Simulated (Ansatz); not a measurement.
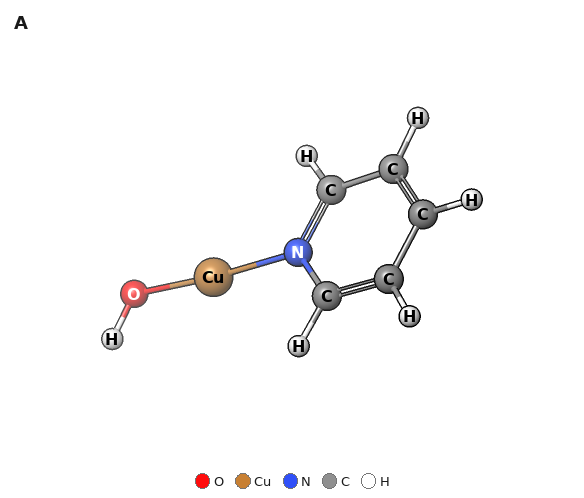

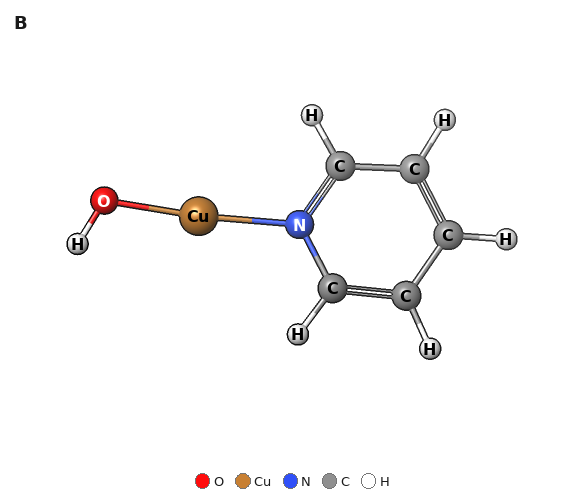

Atoms fade into the background with distance from the viewer. Charge 0, singlet. The computed geometry is a stationary point of PBE0-D4/def2-TZVP, a saddle point of order 1. Other spin states may lie lower.

Question: Can A be turned into B by a rotation alone?

Answer: Yes. They are the same structure, C5H6CuNO ([OH][Cu-][n+]1ccccc1), seen from two directions. With point group Cs it is achiral, so its mirror image would be the same too.
